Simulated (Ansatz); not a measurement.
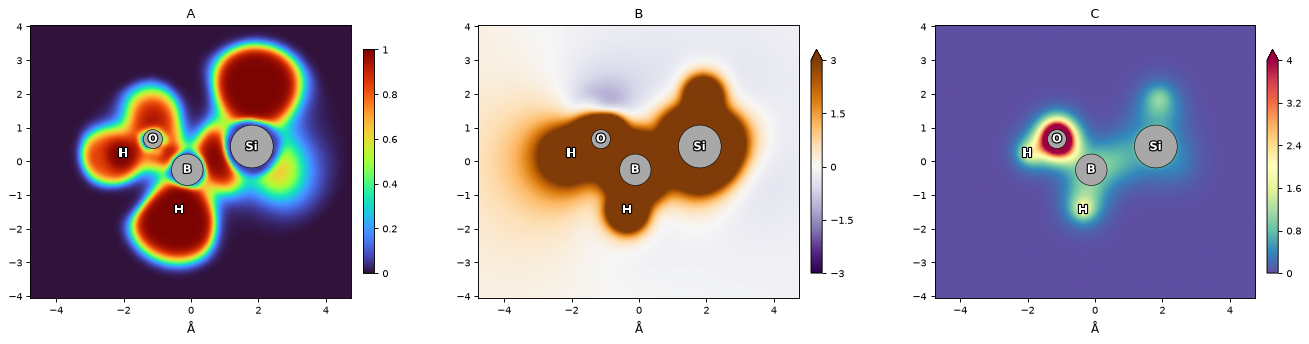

BH₅OSi···H₂: 3 fields on the plane of atoms H5, B1 and Si6, with unlabelled colour scales. Grey discs cover the atomic cores.

Level of theory: Ansatz, RKS PBE-D4/cc-pVDZ.

```csv
atom,x (Å),y (Å),z (Å)
B,0.3319,0.5679,-0.4235
H,-1.0276,-0.3628,2.3415
O,1.4912,-0.1457,-0.3207
H,1.4246,-1.0189,-0.7566
H,-0.6342,0.0983,-1.0105
Si,0.2638,2.4313,0.3921
H,1.4292,2.7452,1.3017
H,0.2456,3.4671,-0.7144
H,-1.0167,2.6195,1.1775
H,-0.2862,-0.5655,2.3727
```

Match the panels to the quantities (electron density, electron localisation function and electrostatic potential).

Answer. Panel A: electron localisation function. Panel B: electrostatic potential (strongly positive close to the atoms, with negative regions outside electron-rich atoms). Panel C: electron density. From the grid: B–O (1.37 Å): ρ is about 2 e/Å³ halfway; the ELF peaks at about 0.90 between the atoms (a polar covalent bond). Si–B (2.04 Å): the density is about 0.76 e/Å³ at the midpoint; the ELF peaks at about 1 between the atoms; a shared electron pair.
